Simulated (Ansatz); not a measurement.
## Electronic structure of F3GeH···HF in real space

```json
{"atom": "Ge", "x (Å)": "0.2753", "y (Å)": "0.0000", "z (Å)": "-0.0172"}
{"atom": "H", "x (Å)": "0.5197", "y (Å)": "0.0000", "z (Å)": "1.4770"}
{"atom": "F", "x (Å)": "1.7938", "y (Å)": "0.0000", "z (Å)": "-0.8306"}
{"atom": "F", "x (Å)": "-0.5196", "y (Å)": "1.3941", "z (Å)": "-0.6220"}
{"atom": "F", "x (Å)": "-0.5196", "y (Å)": "-1.3941", "z (Å)": "-0.6220"}
{"atom": "F", "x (Å)": "-2.1091", "y (Å)": "0.0000", "z (Å)": "1.1586"}
{"atom": "H", "x (Å)": "-2.3267", "y (Å)": "0.0000", "z (Å)": "2.0597"}
```

Method: RKS r2SCAN-D4/def2-SVP (Ansatz).

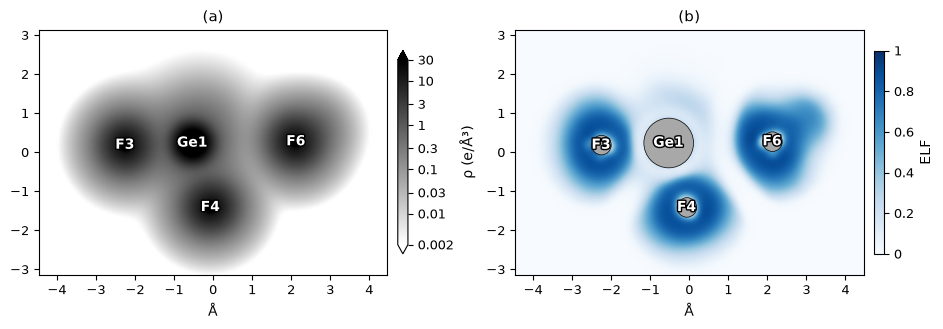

Figure 1. (a) electron density; (b) ELF on the plane of atoms F3, Ge1 and F4. Grey discs cover the atomic cores in the ELF map.

> Read the bonding off the picture.

Atoms in the plane: Ge and F. Ge1···F6 (2.66 Å): the density falls to about 0.12 e/Å³ on the way; the ELF dips to about 0.05 between them. Ge–F (1.72 Å): the density is about 0.95 e/Å³ at the midpoint; the ELF peaks at about 0.80 in the valence shell of F, 0.5 Å from its nucleus, and is about 0.25 at the midpoint. The ELF also peaks beside F4, F3 and F6, away from the bonds: lone-pair regions.

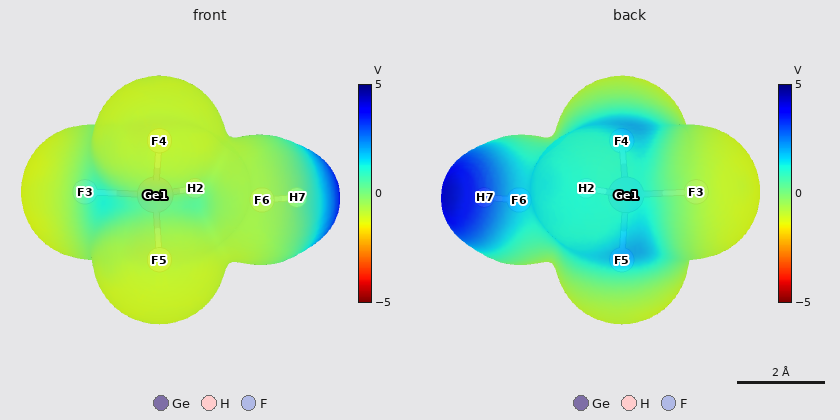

Figure 2. The molecular electrostatic potential painted on the density surface at 0.002 e/bohr³, seen from the front and from behind; red is negative and blue positive.

> Where is the surface potential most negative and most positive?

The most negative region (about −1.2 V) lies over F3, F4 and F5, the most positive (about +4.2 V) over H7.

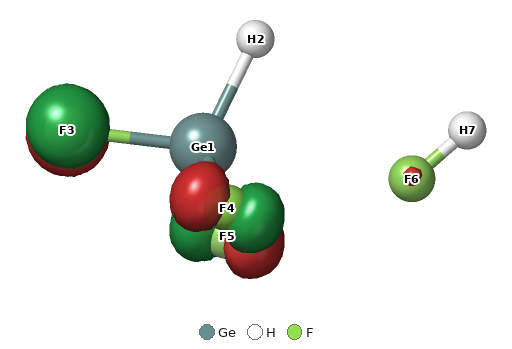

Figure 3. The HOMO−1 at ±0.3 Å⁻³ᐟ² (green and red are the two phases), seen from one side.

> Where does this orbital lie, and at what energy?

By Hirshfeld shares it lies mainly on F3 (about 40 %), F4 (about 25 %) and F5 (about 25 %); largely a combination of lone pairs on F3, F4 and F5. Its energy is −9.52 eV.
